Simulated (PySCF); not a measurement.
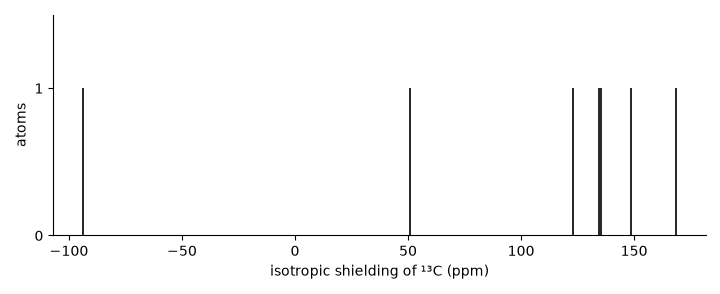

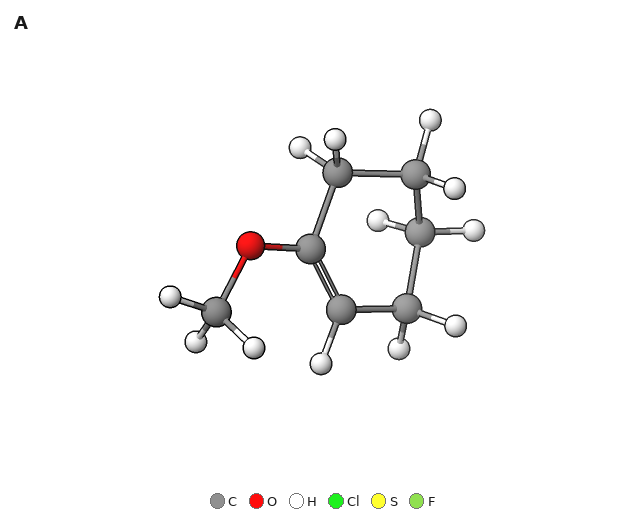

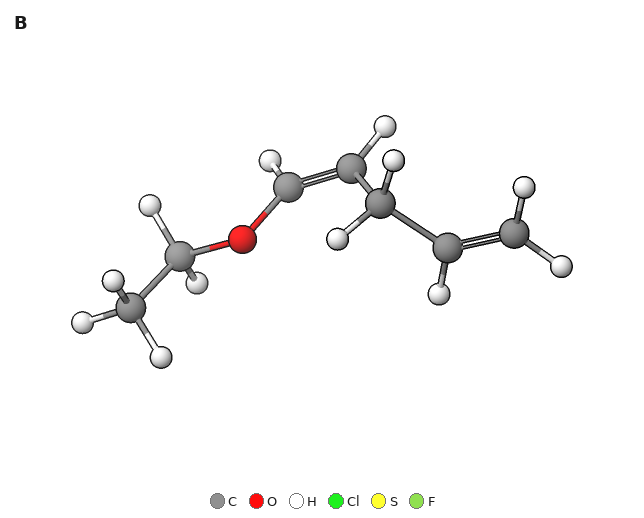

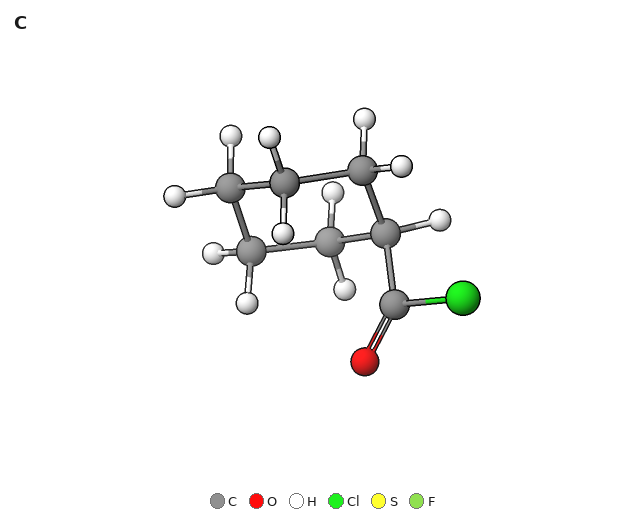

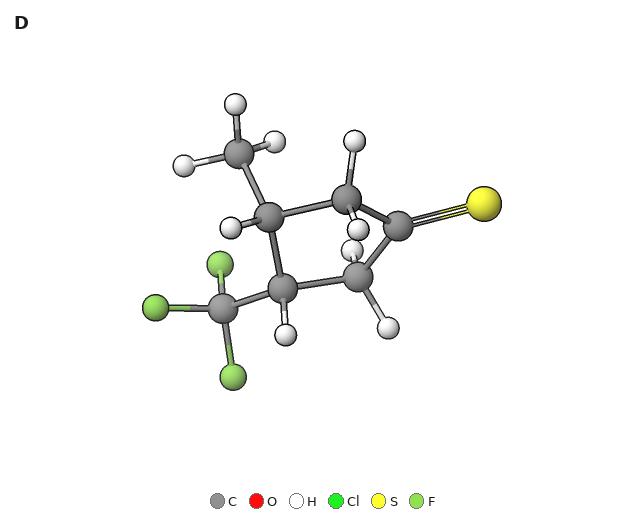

The sticks are computed shieldings of one of the molecules, for one fixed geometry (GFN2-xTB) without averaging over rotations. Low shielding means a high chemical shift. Method: GIAO PBE0/pcSseg-1 NMR shielding, non-relativistic, gas phase (PySCF 2.14.0).

Question: Match the spectrum to a structure.

Answer: D, `C[C@@H]1CC(=S)C[C@@H]1C(F)(F)F`. Its 7 C atoms give lines at −93.8, 50.7, 122.9, 134.7, 135.3, 148.8, 168.5 ppm.
